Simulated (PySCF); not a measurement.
```csv
atom,x (Å),y (Å),z (Å)
C,0.0392,2.3918,-0.8230
C,-0.2694,1.2749,-0.1780
Al,-1.0162,0.1960,1.3330
C,-2.0615,-1.0147,0.1086
C,-1.1194,-0.8617,-1.1169
C,0.1467,-0.0910,-0.7066
N,0.6943,-0.7567,0.4947
Si,2.2676,-0.2060,1.0637
H,0.5901,2.3960,-1.7587
H,-0.2512,3.3615,-0.4506
H,-0.8556,0.3579,2.8527
H,-2.1710,-2.0783,0.3552
H,-3.0695,-0.6878,-0.1709
H,-1.6054,-0.3082,-1.9208
H,-0.8269,-1.8371,-1.5213
H,0.8754,-0.0668,-1.5278
H,0.6653,-1.7657,0.3674
H,3.1689,-0.1193,-0.0885
H,2.0980,1.0900,1.7076
H,2.6954,-1.2641,1.9769
```

Geometry: GFN2-xTB.

The calculation used PBE0/pcSseg-1, SCF density, gas phase, non-relativistic (PySCF).

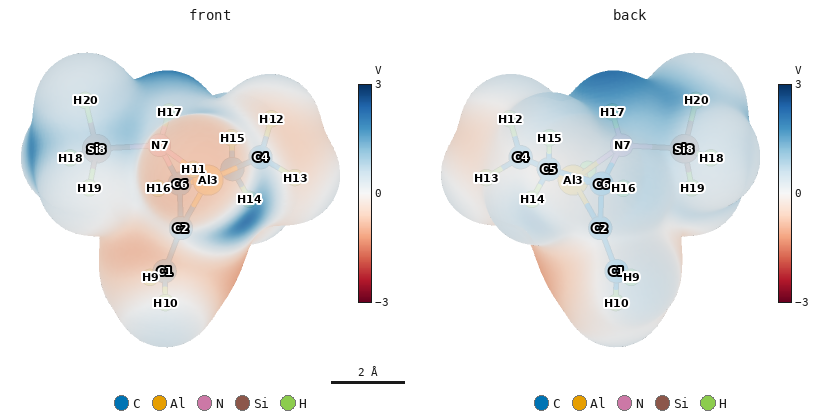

C5H12AlNSi. The molecular electrostatic potential painted on the density surface at 0.002 e/bohr³, seen from the front and from behind; the colour scale runs from red (negative) to blue (positive).

### Describe the electrostatic potential map.

The most negative region (about −1.0 V, or −23 kcal/mol for a unit charge) lies over the π face of C1 and C2, the most positive (about +2.1 V, or +48 kcal/mol for a unit charge) over Al3 and H17.
